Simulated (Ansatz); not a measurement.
**OF2 (oxygen difluoride) at B3LYP/STO-3G**

Aim: the energy change on altering one bond length of OF2 (oxygen difluoride) at B3LYP/STO-3G, from 2 runs. 

The calculation is run with Ansatz 0.2.0.

43 further runs of the same task are left out: 6 that didn't finish, 37 set aside as unsound or not needed.

## Step 1: The system as given

OF2 has 3 atoms, charge 0, and is taken as a singlet. As SMILES, `FOF`. The shape is that of a PBE0-D4/def2-TZVP optimisation.

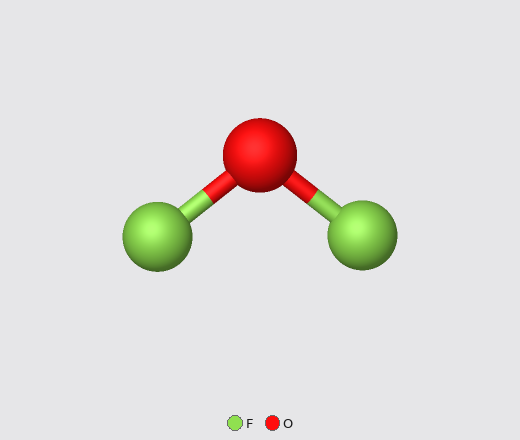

Viewed from a chosen angle; fluorine green, oxygen red.

## Step 2: A single-point energy at B3LYP/STO-3G

Input file molecule.yaml:

```yaml
crystal:
  periodic: [false, false, false]
  atoms:
    - {symbol: F, position_ang: [0.953290, -0.339960, 0.488270]}
    - {symbol: O, position_ang: [0.000520, 0.563910, 0.062040]}
    - {symbol: F, position_ang: [-0.953810, -0.223960, -0.550310]}
basis:
  gaussian:
    orbitals: STO-3G
magnetization:
  spin_polarized: false
  initial_magnetization: 0
hamiltonian:
  xc: {name: B3LYP}
accuracy: high
```

Run with:

```sh
$ ansatz run molecule.yaml --threads 1 --pin off --max-ram 3480MiB --events-out events.jsonl --progress --plain --runs-dir runs
```

What it wrote:

```text
Warning: RAYON_NUM_THREADS=1 ignored (pool sized by the plan → 1); use --threads N
Functional definition: B3LYP
  name "B3LYP"
  parameter a0 = 0.2
  parameter ax = 0.72
  parameter ac = 0.81
  exchange = (1 - a0 - ax)*slater_x + ax*b88_x + a0*exact_x
  correlation = (1 - ac)*vwn_rpa_c + ac*lyp_c
250 factors; integrals over basis functions are off by at most 4.6e-8 eV
mean field evaluation 1: about -7368.5898 eV, gradient 1.4e1 eV
mean field evaluation 2: about -7368.2674 eV, gradient 1.8e1 eV
mean field evaluation 4: about -7369.2029 eV, gradient 3.2e-2 eV
mean field evaluation 8: about -7369.2099 eV, gradient 1.2e-3 eV
mean field evaluation 16: about -7369.2099 eV, gradient 8.1e-8 eV
mean field -7369.20991128 eV, -270.8134692095 hartree, gradient 8.1e-8 eV, S^2 0.000000; 0 other end points of the search recorded, 0 dependent functions left out
reference -7369.20992322 eV, -270.8134696485 hartree; 13, 13 occupied and 2, 2 virtual orbitals, 250 factors
Total energy: -7369.20992322 eV, -270.8134696485 hartree
```

Run time: 0.34 s. Hardware: 1 thread of Intel Xeon 6975P-C (Granite Rapids), shared host.

## Step 3: The distorted shape

Input file run.yaml:

```yaml
crystal:
  periodic: [false, false, false]
  atoms:
    - {symbol: F, position_ang: [1.191471, -0.565917, 0.594822]}
    - {symbol: O, position_ang: [0.000520, 0.563910, 0.062040]}
    - {symbol: F, position_ang: [-0.953810, -0.223960, -0.550310]}
basis:
  gaussian: {orbitals: STO-3G}
hamiltonian: {xc: {name: B3LYP}}
accuracy: high
magnetization: {spin_polarized: false}
```

Run with:

```sh
$ ansatz run run.yaml --threads 1 --pin off --max-ram 3480MiB --events-out events.jsonl --progress --plain --runs-dir runs
```

What it wrote (excerpt; [...] marks lines left out):

```text
Warning: RAYON_NUM_THREADS=1 ignored (pool sized by the plan → 1); use --threads N
[... 7 set-up lines as earlier in the session ...]
249 factors; integrals over basis functions are off by at most 4.5e-8 eV
mean field evaluation 1: about -7366.2159 eV, gradient 2.0e1 eV
mean field evaluation 2: about -7353.1226 eV, gradient 6.2e1 eV
mean field evaluation 4: about -7367.9597 eV, gradient 6.9e-1 eV
mean field evaluation 8: about -7367.9453 eV, gradient 2.5e-1 eV
mean field evaluation 16: about -7367.9456 eV, gradient 1.5e-7 eV
mean field -7367.94557704 eV, -270.7670057834 hartree, gradient 2.8e-8 eV, S^2 0.000000; 0 other end points of the search recorded, 0 dependent functions left out
reference -7367.94558943 eV, -270.7670062388 hartree; 13, 13 occupied and 2, 2 virtual orbitals, 249 factors
Total energy: -7367.94558943 eV, -270.7670062388 hartree
```

Run time: 0.4 s. Hardware: 1 thread of Intel Xeon 6975P-C (Granite Rapids), shared host.

## Step 4: What came out

At B3LYP/STO-3G:

| quantity | value |
| --- | --- |
| first shape: total energy | -270.81347 Eh |
| distorted shape: total energy | -270.76701 Eh |
| energy change with the F1–O2 bond stretched from 1.381 to 1.726 Å | 1.264 eV |

**Reading.** With the F1–O2 bond stretched from 1.381 to 1.726 Å the energy rises by 1.26 eV (29 kcal/mol). The first shape isn't relaxed at this level, so the change isn't measured from a minimum. The minimal basis adds a large error of its own.
